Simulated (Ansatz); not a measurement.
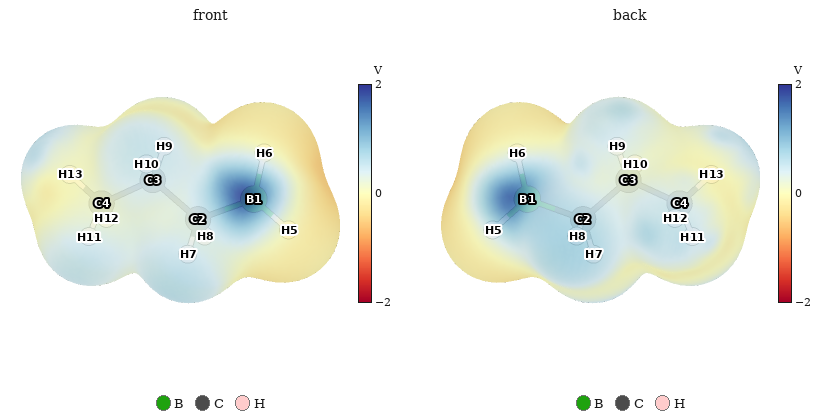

Figure. C$_{3}$H$_{9}$B. The molecular electrostatic potential painted on the density surface at 0.002 e/bohr³, seen from the front and from behind; red is negative and blue positive.

Geometry: PBE0-D4/def2-TZVP.

Method: RKS PBE0-D4/def2-TZVPP in Ansatz 0.2.0.

Input

```
crystal:
  periodic: [false, false, false]
  atoms:
    - {symbol: B, position_ang: [-1.103058, 1.727720, -0.635853]}
    - {symbol: C, position_ang: [-0.534061, 0.289542, -0.559598]}
    - {symbol: C, position_ang: [0.535439, -0.019635, 0.479932]}
    - {symbol: C, position_ang: [0.902525, -1.491916, 0.548444]}
    - {symbol: H, position_ang: [-1.801937, 2.048204, -1.555672]}
    - {symbol: H, position_ang: [-0.906329, 2.528881, 0.235575]}
    - {symbol: H, position_ang: [-0.237463, -0.067017, -1.555518]}
    - {symbol: H, position_ang: [-1.442913, -0.310389, -0.350769]}
    - {symbol: H, position_ang: [0.191562, 0.322993, 1.461614]}
    - {symbol: H, position_ang: [1.432002, 0.569597, 0.258583]}
    - {symbol: H, position_ang: [1.276385, -1.849357, -0.415478]}
    - {symbol: H, position_ang: [0.031903, -2.101813, 0.807394]}
    - {symbol: H, position_ang: [1.676345, -1.681710, 1.296144]}
basis:
  gaussian: {orbitals: def2-TZVPP}
hamiltonian: {xc: pbe0, dispersion: d4}
output: {orbitals: {seedname: orbitals}}
```

Run with:

```sh
ansatz run in.yaml --threads 2 --pin off --events-out ev --progress --plain --max-ram 4352MiB
```

**Which sites attract a positive test charge, and which a negative one?**

A positive charge is drawn to the negative regions and a negative charge to the positive ones. The most negative region (about −0.5 V) lies over H6, the most positive (about +1.6 V) over B1.
